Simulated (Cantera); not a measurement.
A closed system holds: 1 mol SiH4, 6.4 mol N2O, 32 mol H2, held at 133 Pa.

Method: chemical equilibrium by Gibbs-energy minimisation in Cantera with the NASA 1993 tables (ideal gas, pure condensed phases). Candidate condensed phases: H2O, Si, SiO2, Si2N2O, Si3N4; 35 gas species. The tables hold silica as quartz up to 1696 K and as liquid above; real silica turns to tridymite and cristobalite and melts near 1996 K. Kinetics and transport are ignored.

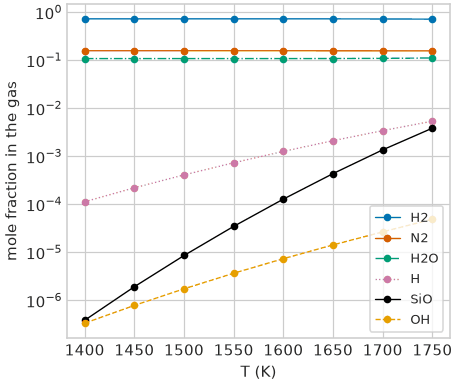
*Equilibrium gas composition (values under 1e-9 drawn at 1e-9)*

From 1400 K to 1650 K the condensed part is SiO2(β-quartz). From 1700 K to 1750 K the condensed part is SiO2(condensed). The main Si-bearing gas is SiO throughout.
